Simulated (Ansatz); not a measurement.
Starting cell, In2Au (fluorite type, space group Fm-3m):

```
In2Au
1.0
    0.00000     6.46483     6.46483
    3.23241     3.23241     6.46483
    3.23241     3.23241     0.00000
In Au
4 2
Direct
  0.00000   0.75000   0.75000
  0.50000   0.75000   0.75000
  0.00000   0.25000   0.25000
  0.50000   0.25000   0.25000
  0.00000   0.00000   0.00000
  0.50000   0.00000   0.00000
```

A phonon eigenvector at X = (0.5, 0.5, 0.0) is frozen into this cell: atom i moves by Q times the vector below, so Q is the largest atomic displacement, in Å. The cell is held. (q is in reciprocal vectors of the primitive cell; the cell shown is doubled to hold the pattern.)

```csv
atom,x,y,z
In1,0.000,0.000,-1.000
In2,0.000,0.000,1.000
In3,0.000,0.000,1.000
In4,0.000,0.000,-1.000
```

Atoms not listed stay in place.

Calculation: LDA (plane waves to 420 eV, PAW, scalar-relativistic; Ansatz, a program for electronic structure). k mesh 13×13×13 (Γ-centred), Fermi-Dirac smearing 0.05 eV. The energy includes the smearing's −TS. With partly filled bands, energies and forces of such displacements shift with the k mesh and the smearing. In2Au was relaxed with its symmetry unable to fall. Spin-orbit coupling is left out, though Au is heavy. The zero of ΔE is the undisplaced structure.

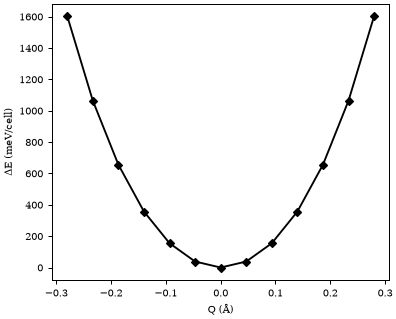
Figure: ΔE (meV/cell) against Q (Å); computed points joined by lines.

### Question
What is the energy change at Q = 0.280 Å?

### Answer
About 1600 meV/cell.

### Question
What harmonic wavenumber does the curvature at Q = 0 give?

### Answer
About 140 cm⁻¹.

(For displaced atoms, the force is minus the slope of the energy, and its curvature is a force constant, which sets phonon frequencies.)
